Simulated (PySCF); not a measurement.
## Electronic structure of C₃H₁₀FPSi₂ in real space

The calculation's input:

```
{"job": {"kind": "nmr", "xc": "PBE0", "basis": "pcSseg-1"}, "charge": 0, "multiplicity": 1}
F      3.343560     1.964765     0.284782
Si     3.287626     0.359303     0.172182
P      1.250782    -0.245432     0.822092
Si     0.003069     0.693166    -0.791811
C     -1.777054     0.150755    -0.492929
C     -2.082161    -1.213767     0.059993
C     -2.279585    -0.010245     0.915512
H      3.660383     0.105618    -1.214542
H      4.274967    -0.122818     1.128028
H      1.331641    -1.504927     0.256735
H      0.125167     2.146945    -0.647518
H      0.422771     0.296451    -2.146122
H     -2.499240     0.536030    -1.202694
H     -1.252364    -1.866262     0.293976
H     -2.951237    -1.736554    -0.312072
H     -3.286835     0.306896     1.141975
H     -1.578489     0.152105     1.722503
```

Command:

```sh
OMP_NUM_THREADS=1 python probes_run.py task.json out
```

Geometry: GFN2-xTB.

Computed with PBE0/pcSseg-1, SCF density, gas phase, non-relativistic in PySCF.

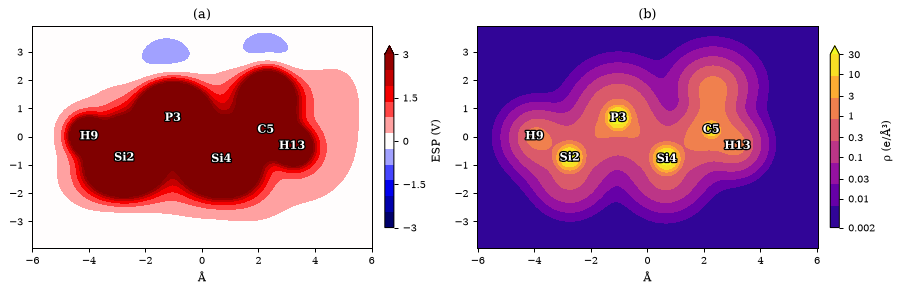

Figure 1. (a) electrostatic potential; (b) electron density on the plane of atoms Si4, C5 and H13.

**What does the map show?**

The section cuts through Si, P, C and H sites.
C–Si (1.88 Å): the density is about 0.93 e/Å³ at the midpoint.
Si–P (2.22 Å): ρ is about 0.77 e/Å³ halfway.
C–H (1.08 Å): the density is about 2 e/Å³ at the midpoint.
Si–H (1.46 Å): ρ at the midpoint is about 0.84 e/Å³.
Outside the dense part of the molecule the potential is most negative (−0.4 V) near P3.

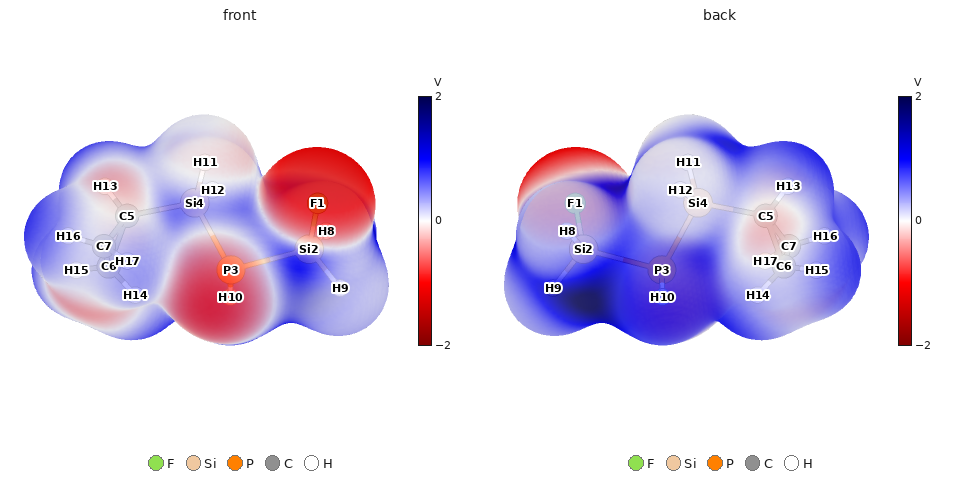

Figure 2. The electrostatic potential painted on the density surface at 0.002 e/bohr³, seen from the front and from behind; red is negative and blue positive.

**Which sites attract a positive test charge, and which a negative one?**

A positive charge is drawn to the negative regions and a negative charge to the positive ones. The most negative region (about −1.1 V) lies over F1, the most positive (about +1.9 V) over Si2.

**How polar is the molecule by this calculation?**

Its dipole moment is 2.33 D.
